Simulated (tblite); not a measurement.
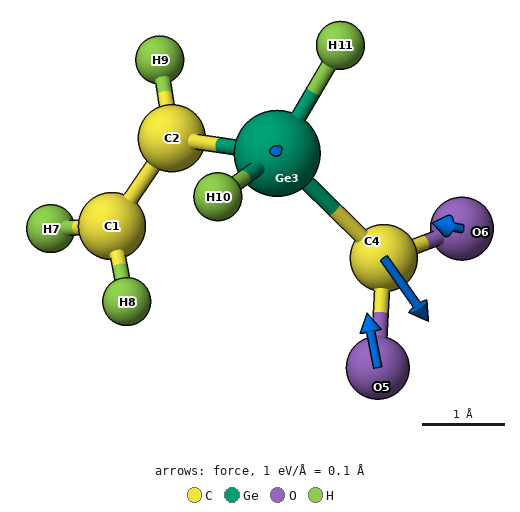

Starting geometry of C₃H₅GeO₂ (multiplicity 2) with the computed forces as blue arrows. A ball-and-stick model, seen at a tilt.

Method: GFN2-xTB geometry optimisation, gas phase in tblite 0.8.0. 

**What follows when this structure is relaxed?**

It isn't relaxed: the largest force vector, on C4, is 9.81 eV/Å. The final displacements follow the starting forces only in part (cosine between the two patterns 0.31). The largest move after the best rigid fit is that of H11, 1.30 Å. By element the largest moves are H 1.30 Å, C 0.80 Å, O 0.63 Å, Ge 0.48 Å. Near-neighbour distances that change, for instance: Ge3–C4 1.944 → 3.039 Å, Ge3–O6 2.824 → 3.380 Å, C4–O5 1.384 → 1.144 Å, C4–O6 1.268 → 1.144 Å. Bonds break, among them: Ge3–C4 (1.94 → 3.04 Å). Among the angles between lasting bonds that change: O5–C4–O6 117.6° → 178.5°, H10–Ge3–H11 112.9° → 101.5°, C2–Ge3–H11 111.8° → 103.5°. Groups turn about C2–Ge3 by about 40°. Over 114 geometry steps the energy falls by 53.4 kcal/mol. Cost: 0.42 s on 1 thread of Arm Neoverse V2 (shared host).
